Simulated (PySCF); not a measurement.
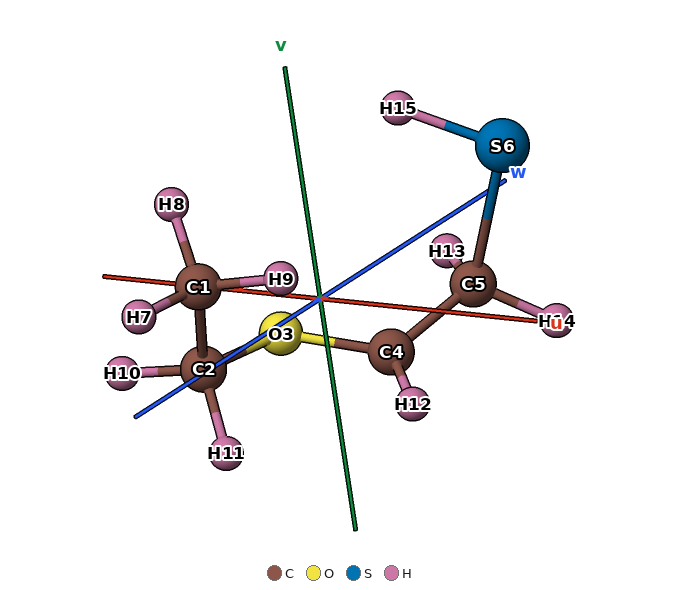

The lines u, v and w are the principal axes of the g tensor. State: neutral, doublet. Computed geometry: GFN2-xTB optimisation. No frequency run is at hand to confirm it as a minimum. Properties computed with UKS B3LYP, pcH-1 on C H O S, non-relativistic, mean-field spin-orbit, GIAO (PySCF 2.14.0).

Along which axis does g lie farthest from the free-electron value?

Along w (nearly parallel to the C2–O3 bond): the shift is 3403 ppm.

Give the principal values and shifts.

| axis | g | shift (ppm) |
| --- | --- | --- |
| u | 2.00320 | 883 |
| v | 2.00205 | −265 |
| w | 2.00572 | 3403 |
